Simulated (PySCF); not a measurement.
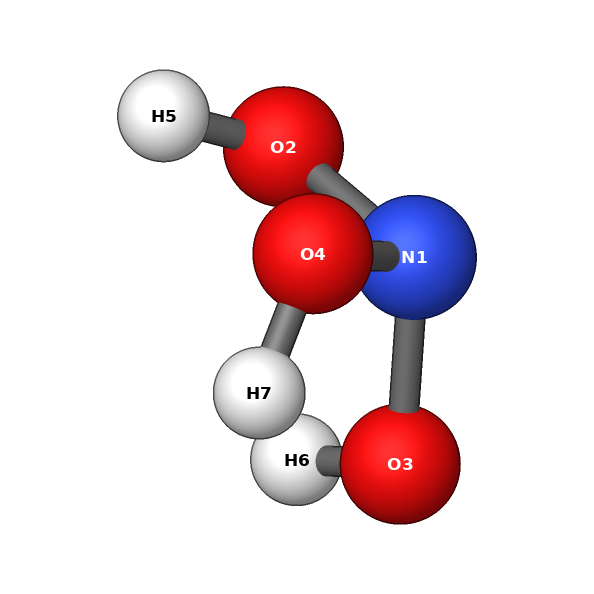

Every bond is drawn as one stick. The computed geometry is a stationary point of PBE0/def2-TZVP, a saddle point of order 2. Method: PBE0/def2-TZVP (PySCF 2.14.0).

List the Mayer bond orders of N1–O2, O2–H5 (one bond of each equivalent set).

| bond | Mayer order | length (Å) |
| --- | --- | --- |
| N1–O2 | 0.98 | 1.406 |
| O2–H5 | 0.86 | 0.970 |

This isn't the lowest structure that the search found: a singlet minimum of Cs symmetry lies 25 kJ/mol lower at the level of the geometry.
